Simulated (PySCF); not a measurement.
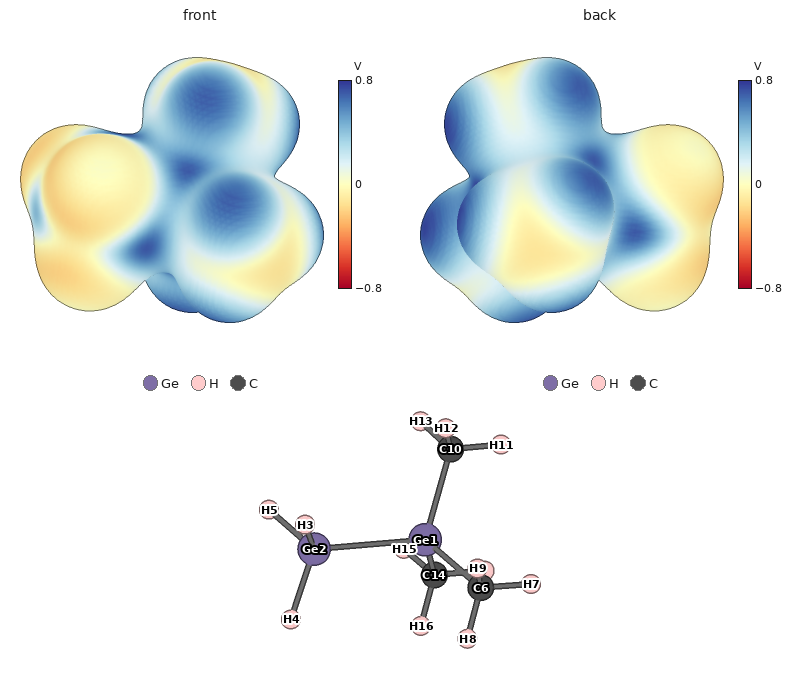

C3H12Ge2 (Ge(GeH3)Me3). The electrostatic potential painted on the density surface at 0.002 e/bohr³, seen from the front and from behind; the colour scale runs from red (negative) to blue (positive). The bare structure is drawn below in the same view.

Geometry: PBE0-D3(BJ)/def2-SVP.

All numbers below come from PySCF 2.14.0, PBE0/def2-SVPD, SCF density, gas phase.

The calculation's input:

```
{"job": {"kind": "uv", "xc": "PBE0", "basis": "def2-SVPD", "ip": false, "nstates": 15}, "charge": 0, "multiplicity": 1}
Ge    -0.000780     0.002100    -0.132000
Ge    -0.010734    -0.027891     2.296645
H      0.751348     1.181655     2.879813
H      0.655080    -1.305603     2.851707
H     -1.449538     0.021484     2.854791
C      1.846393     0.016109    -0.785158
H      1.853916     0.016265    -1.886243
H      2.391393    -0.873461    -0.436332
H      2.381829     0.910666    -0.434767
C     -0.927900     1.606157    -0.772463
H     -0.920742     1.631020    -1.873129
H     -0.434884     2.516680    -0.401275
H     -1.973939     1.615358    -0.432565
C     -0.912964    -1.592960    -0.814017
H     -1.955665    -1.626646    -0.465586
H     -0.405328    -2.507655    -0.474257
H     -0.916005    -1.583879    -1.914915
```

Launched as:

```sh
OMP_NUM_THREADS=1 python probes_run.py task.json out
```

### Where is the surface potential most negative and most positive?

The most negative region (about −0.2 V) lies over H3, H4 and H5, the most positive (about +0.7 V) over the Ge and H atoms.

### How polar is the molecule by this calculation?

Its dipole moment is 1.21 D.
